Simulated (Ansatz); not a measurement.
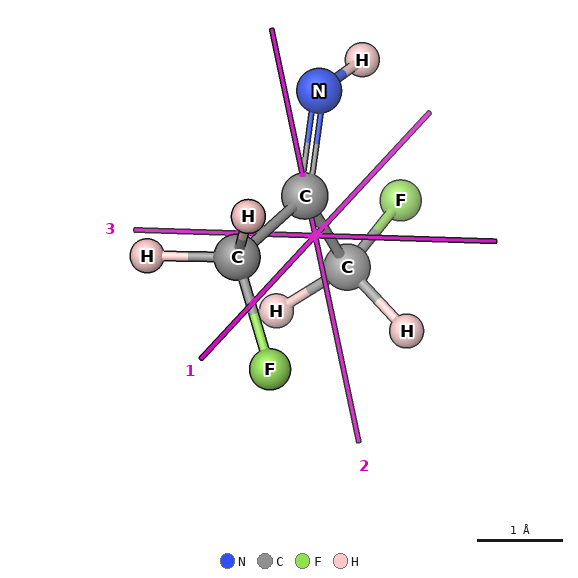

The three principal axes of inertia are drawn and numbered. Depth is shown by fading: the farther an atom, the more it takes the colour of the background. The geometry was computed by an optimisation with PBE0-D4/def2-TZVP. No frequency run is at hand to confirm it as a minimum. Masses are those of the most abundant isotopes; constants are for the rigid equilibrium geometry.

Q: Which line is the a axis (least moment of inertia), which b and which c?

A: a is line 1, b is line 2, c is line 3; the moments are 82.3, 210, 281 u Å².

Q: What kind of rotor is it, and what are its rotational constants in MHz?

A: An asymmetric top (C1): A = 6142, B = 2412, C = 1796 MHz. Ray's parameter κ is −0.72, nearer the prolate limit.
